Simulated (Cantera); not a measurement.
Input: 1 mol trisilylamine, 0.68 mol NH3, equilibrated at 0.0683 Torr.

These are equilibrium values from Cantera (NASA tables, ideal gas, pure condensed phases), not measurements of a reactor. Candidate condensed phases: Si, Si3N4; 18 gas species. The feed counts by its element totals alone. Mutual solubility and eutectic melting of coexisting phases are not modelled. The tables' values for SiN are old estimates; treat these amounts as uncertain. Gases not in the tables: Si2H6 and higher silanes. Equilibrium is a limit: real reactors are often held back by kinetics, nucleation or transport.

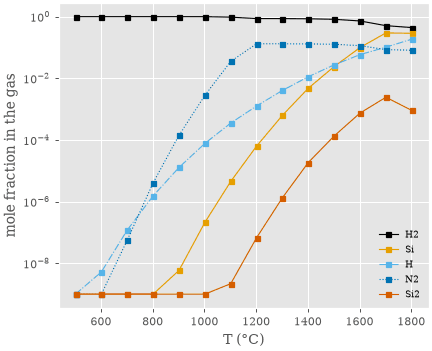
Fig. 1. Equilibrium gas composition (values under 1e-9 drawn at 1e-9)

From 502 °C to 1102 °C the condensed part is Si(s) + Si3N4(s). From 1202 °C to 1402 °C the condensed part is Si(s). From 1502 °C to 1602 °C the condensed part is Si(l). From 1702 °C to 1802 °C nothing is condensed.
